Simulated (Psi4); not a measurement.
# TPSS/6-31G(d) (spherical functions) run of C2H5AlO (SMILES [CH3][Al]1[CH2][O]1)

What is the vertical ionisation energy of C2H5AlO at TPSS/6-31G* (spherical functions)? 

The results are computed with Psi4 1.11.

1 further run of the same task is left out (set aside as unsound or not needed).

### Step 1. The system as given

C2H5AlO: 9 atoms, total charge 0, spin state singlet. As SMILES, `[CH3][Al]1[CH2][O]1`. The shape is that of a PBE0-D4/def2-TZVP optimisation.

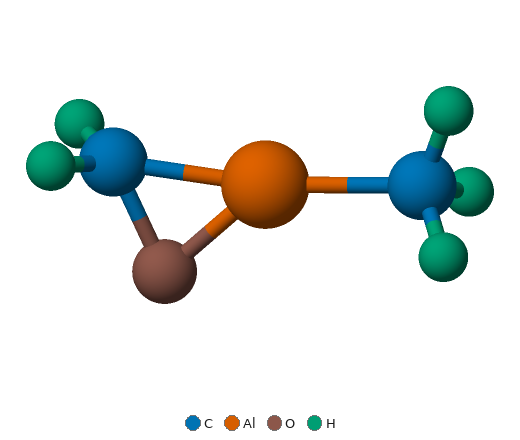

Viewed from a chosen angle; carbon blue, aluminium orange, oxygen brown, hydrogen teal.

### Step 2. A single-point energy at TPSS/6-31G(d) (spherical functions)

Contents of input.json:

```json
{
 "schema_name": "qcschema_input",
 "schema_version": 1,
 "molecule": {
  "schema_name": "qcschema_molecule",
  "schema_version": 2,
  "symbols": ["C", "Al", "C", "O", "H", "H", "H", "H", "H"],
  "geometry": [-1.26781726, 2.49481643, -2.0437388, 0.09694295, -0.14494199, 0.08352589, 1.28255712, -2.41922738, 2.54980746, 1.49156083, -3.0415142, -0.18500419, 0.07502213, 2.97631865, -3.53775628, -1.70113146, 4.20653035, -0.97793327, -3.00693221, 1.84588448, -2.95194118, 0.07275446, -3.74260259, 3.56723601, 3.12409523, -2.26275806, 3.46349004],
  "molecular_charge": 0,
  "molecular_multiplicity": 1,
  "fix_symmetry": "c1",
  "fix_com": true,
  "fix_orientation": true
 },
 "driver": "energy",
 "model": {
  "method": "tpss",
  "basis": "6-31G*"
 },
 "keywords": {
  "reference": "rks",
  "puream": true,
  "e_convergence": 1e-09,
  "d_convergence": 1e-08,
  "scf_type": "pk",
  "dft_radial_points": 99,
  "dft_spherical_points": 590
 }
}
```

Command:

```console
$ psi4 --qcschema input.json -n 1 --memory 2200MB
```

stdout:

```text
[...]
  Running in c1 symmetry.
[...]
  Nuclear repulsion =  145.500629799739670
[...]
  Multiplicity = 1
[...]
  Nalpha       = 19
  Nbeta        = 19
[...]
    Number of basis functions: 70
[...]
   @RKS iter   1:  -396.28913633557050   -9.22392e-02   1.52179e-02 ADIIS/DIIS
[...]
   @RKS iter  13:  -396.87439489302574   -2.27374e-13   1.02063e-09 DIIS
[...]
    Orbital Energies [Eh]
    ---------------------
    Doubly Occupied:
       1A    -55.613333     2A    -18.863392     3A    -10.006132
       4A     -9.993037     5A     -3.974877     6A     -2.548883
       7A     -2.542765     8A     -2.540023     9A     -0.883385
      10A     -0.650094    11A     -0.562977    12A     -0.380378
      13A     -0.378522    14A     -0.375867    15A     -0.364197
      16A     -0.336015    17A     -0.283557    18A     -0.214158
      19A     -0.178918
[...]
  @RKS Final Energy:  -396.87439489302574
   => Energetics <=
    Nuclear Repulsion Energy =            145.5006297997396700
    One-Electron Energy =                -835.9680188902240161
    Two-Electron Energy =                 333.6725782062599706
    DFT Exchange-Correlation Energy =     -40.0795840088012980
    Empirical Dispersion Energy =           0.0000000000000000
    VV10 Nonlocal Energy =                  0.0000000000000000
    Total Energy =                       -396.8743948930257375
[...]
 Multipole Moments:
 ------------------------------------------------------------------------------------
     Multipole            Electronic (a.u.)      Nuclear  (a.u.)        Total (a.u.)
 ------------------------------------------------------------------------------------
 L = 1.  Multiply by 2.5417464519 to convert [e a0] to [Debye]
 Dipole X            :        -12.3465445           11.8449923           -0.5015522
 Dipole Y            :         23.7629822          -22.7394523            1.0235299
 Dipole Z            :         -2.2984109            2.2053103           -0.0931005
 Magnitude           :                                                    1.1436065
[...]
```

The result, in JSON:

```text
{
 "driver": "energy",
 "model": {
  "method": "tpss",
  "basis": "6-31G*"
 },
 "success": true,
 "return_result": -396.87439489302574,
 "properties": {
  "calcinfo_nbasis": 70,
  "calcinfo_nmo": 70,
  "calcinfo_nalpha": 19,
  "calcinfo_nbeta": 19,
  "calcinfo_natom": 9,
  "nuclear_repulsion_energy": 145.50062979973967,
  "return_energy": -396.87439489302574,
  "scf_one_electron_energy": -835.968018890224,
  "scf_two_electron_energy": 333.67257820625997,
  "scf_xc_energy": -40.0795840088013,
  "scf_dipole_moment": [-0.5015521582425162, 1.0235299094482144, -0.09310054492877073],
  "scf_total_energy": -396.87439489302574,
  "scf_iterations": 13
 }
}
```

It took 53 s on 1 thread of AMD EPYC 7R43 (Zen 3), shared host; peak memory 1.3 GiB.

### Step 3. The doublet cation, same level

Contents of c2h5alo.py:

```python
import psi4

psi4.set_memory(2200000000)
psi4.set_num_threads(1)
psi4.core.set_output_file('output.dat', False)

geom = psi4.geometry("""
1 2
C     -0.670900     1.320200    -1.081500
Al     0.051300    -0.076700     0.044200
C      0.678700    -1.280200     1.349300
O      0.789300    -1.609500    -0.097900
H      0.039700     1.575000    -1.872100
H     -0.900200     2.226000    -0.517500
H     -1.591200     0.976800    -1.562100
H      0.038500    -1.980500     1.887700
H      1.653200    -1.197400     1.832800
symmetry c1
""")

psi4.set_options({
    'reference': 'uks',
    'puream': True,
    'e_convergence': 1e-09,
    'd_convergence': 1e-08,
    'scf_type': 'pk',
    'dft_radial_points': 99,
    'dft_spherical_points': 590,
    'maxiter': 100,
})

E, wfn = psi4.energy("tpss/6-31G*", molecule=geom, return_wfn=True)
psi4.oeprop(wfn, "WIBERG_LOWDIN_INDICES", "QUADRUPOLE", "DIPOLE", title="TPSS")
print(f'total energy {E:.8f} hartree = {E * 27.211386:.5f} eV')
for k, v in sorted(psi4.core.scalar_variables().items()):
    print(f'{k:45s} {v:18.10f}')
```

Command:

```console
$ python c2h5alo.py
```

output.dat:

```text
[...]
  Running in c1 symmetry.
[...]
  Nuclear repulsion =  145.500629802387095
[...]
  Multiplicity = 2
[...]
  Nalpha       = 19
  Nbeta        = 18
[...]
    Number of basis functions: 70
[...]
   @UKS iter   1:  -396.19964689916765   -2.74977e-03   1.21391e-02 ADIIS/DIIS
[...]
   @UKS iter  14:  -396.57250398450384   -1.13687e-12   2.49726e-09 DIIS
[...]
   @S^2 Observed:                7.530467715E-01
[...]
    Orbital Energies [Eh]
    ---------------------
    Alpha Occupied:
       1A    -55.898032     2A    -19.169661     3A    -10.296586
       4A    -10.184468     5A     -4.254263     6A     -2.826609
       7A     -2.824845     8A     -2.819042     9A     -1.181783
      10A     -0.847175    11A     -0.835295    12A     -0.663066
      13A     -0.646421    14A     -0.608957    15A     -0.558401
      16A     -0.557771    17A     -0.507785    18A     -0.488366
      19A     -0.485947
    Alpha Virtual:
      20A     -0.265759    21A     -0.253311    22A     -0.201769
      23A     -0.131418    24A     -0.107252    25A     -0.078073
[...]
  @UKS Final Energy:  -396.57250398450384
   => Energetics <=
    Nuclear Repulsion Energy =            145.5006298023870954
    One-Electron Energy =                -826.2752920860211816
    Two-Electron Energy =                 323.9616059868328648
    DFT Exchange-Correlation Energy =     -39.7594476877025684
    Empirical Dispersion Energy =           0.0000000000000000
    VV10 Nonlocal Energy =                  0.0000000000000000
    Total Energy =                       -396.5725039845038395
[...]
 Multipole Moments:
 ------------------------------------------------------------------------------------
     Multipole            Electronic (a.u.)      Nuclear  (a.u.)        Total (a.u.)
 ------------------------------------------------------------------------------------
 L = 1.  Multiply by 2.5417464519 to convert [e a0] to [Debye]
 Dipole X            :          1.1759910           -1.4534531           -0.2774622
 Dipole Y            :         -2.2806272            2.9078582            0.6272310
 Dipole Z            :          1.2373449           -0.3945048            0.8428401
 Magnitude           :                                                    1.0866386
 L = 2.  Multiply by 1.3450342976 to convert [e a0^2] to [Debye ang]
 Quadrupole XX       :        -72.8495209           55.5038516          -17.3456693
 Quadrupole XY       :         86.0496823          -86.9175872           -0.8679049
[...]
```

The script printed:

```text
total energy -396.57250398 hartree = -10791.28748 eV
CURRENT ENERGY                                   -396.5725039845
CURRENT REFERENCE ENERGY                         -396.5725039845
DD SOLVATION ENERGY                                 0.0000000000
DFT FUNCTIONAL TOTAL ENERGY                      -396.5725039845
DFT TOTAL ENERGY                                 -396.5725039845
DFT VV10 ENERGY                                     0.0000000000
DFT XC ENERGY                                     -39.7594476877
GRID ELECTRONS ALPHA                               18.9999996781
GRID ELECTRONS BETA                                17.9999996348
GRID ELECTRONS TOTAL                               36.9999993129
NUCLEAR REPULSION ENERGY                          145.5006298024
ONE-ELECTRON ENERGY                              -826.2752920860
PCM POLARIZATION ENERGY                             0.0000000000
PE ENERGY                                           0.0000000000
SCF ITERATION ENERGY                             -396.5725039845
SCF ITERATIONS                                     14.0000000000
SCF TOTAL ENERGY                                 -396.5725039845
TWO-ELECTRON ENERGY                               323.9616059868
XC GRID RADIAL POINTS                              99.0000000000
XC GRID SPHERICAL POINTS                          590.0000000000
XC GRID TOTAL POINTS                           500448.0000000000
```

Wall time 96 s (1 thread of AMD EPYC 7R43 (Zen 3), shared host); peak memory 1.3 GiB.

### Step 4. Results

At TPSS/6-31G* (spherical functions):

| quantity | value |
| --- | --- |
| singlet C2H5AlO: total energy | -396.87439 Eh |
| singlet C2H5AlO: dipole moment | 2.91 D |
| singlet C2H5AlO: HOMO energy | -4.87 eV |
| singlet C2H5AlO: LUMO energy | -1.01 eV |
| singlet C2H5AlO: HOMO–LUMO gap | 3.86 eV |
| doublet cation: total energy | -396.57250 Eh |
| doublet cation: HOMO energy (highest over α and β) | -13.10 eV |
| doublet cation: LUMO energy (lowest over α and β) | -11.56 eV |
| doublet cation: ⟨S²⟩ | 0.753 |
| vertical ionisation energy (to the doublet cation) | 8.215 eV |

The vertical ionisation energy comes to 8.21 eV (189 kcal/mol). −ε(HOMO) before ionisation, 4.87 eV, is 3.35 eV below this ionisation energy.
